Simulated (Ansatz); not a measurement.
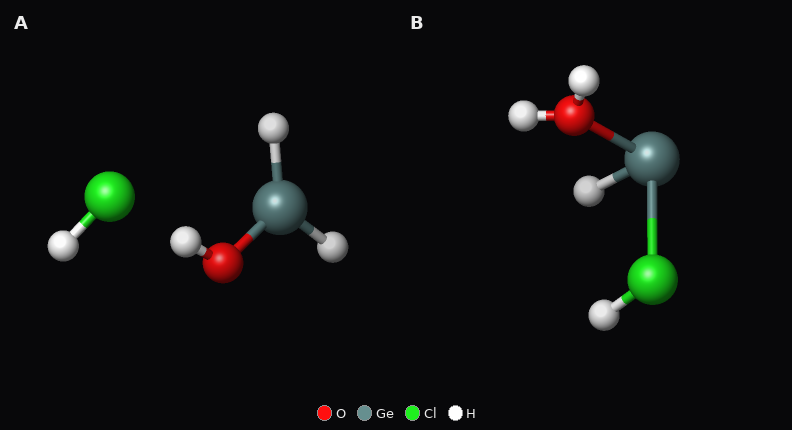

2 stationary structures of one formula. Charge +1, singlet. Geometries: PBE-D4/def2-SVP. Electronic energies: PBE-D4/def2-SVP (Ansatz 0.2.0), without zero-point energy. No frequency run is at hand to confirm each as a minimum. Each is one conformer, not always the lowest.

### Which is lowest in energy, and by how much?

B is lowest (C1); A lies 0.759 eV above it (C1).
